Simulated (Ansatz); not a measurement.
Input file:

```
crystal:
  periodic: [false, false, false]
  atoms:
    - {symbol: C, position_ang: [1.101261, -1.024396, 1.956959]}
    - {symbol: F, position_ang: [0.653974, 0.229947, 1.808429]}
    - {symbol: F, position_ang: [0.729426, -1.434307, 3.177294]}
    - {symbol: F, position_ang: [2.440087, -0.969658, 1.949700]}
    - {symbol: Sn, position_ang: [0.331788, -2.355587, 0.380528]}
    - {symbol: H, position_ang: [0.866472, -1.730767, -1.114653]}
    - {symbol: H, position_ang: [-1.370787, -2.342675, 0.494176]}
    - {symbol: H, position_ang: [0.969511, -3.910532, 0.675959]}
basis:
  gaussian:
    orbitals: def2-TZVPD
total_charge: 0
hamiltonian:
  xc: {name: PBE0}
output: {forces: true, orbitals: {seedname: orbitals}}
```

Run with:

```sh
ansatz run input.yaml --threads 2 --pin off --max-ram 5220MiB --events-out events.jsonl --progress --plain --runs-dir runs
```

Geometry: PBE0-D4/def2-SVP; core potentials replace the inner electrons of Sn.

Computed with isolated molecule in a Gaussian basis; Kohn-Sham density functional theory, functional PBE0 (Ansatz 0.2.0).

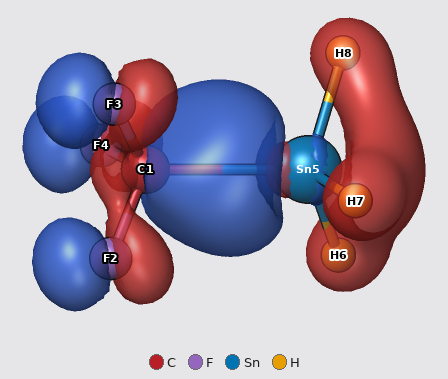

CH3F3Sn (SMILES F[C](F)(F)[SnH3]). One frontier orbital at ±0.1 Å⁻³ᐟ² (red and blue are the two phases), seen across its widest extent.

**Which orbital is it: HOMO or LUMO?**

The HOMO, at −8.85 eV. By Hirshfeld shares it lies mainly on C1 (about 30 %), Sn5 (about 25 %), F2 (about 10 %), F3 (about 10 %) and F4 (about 10 %).
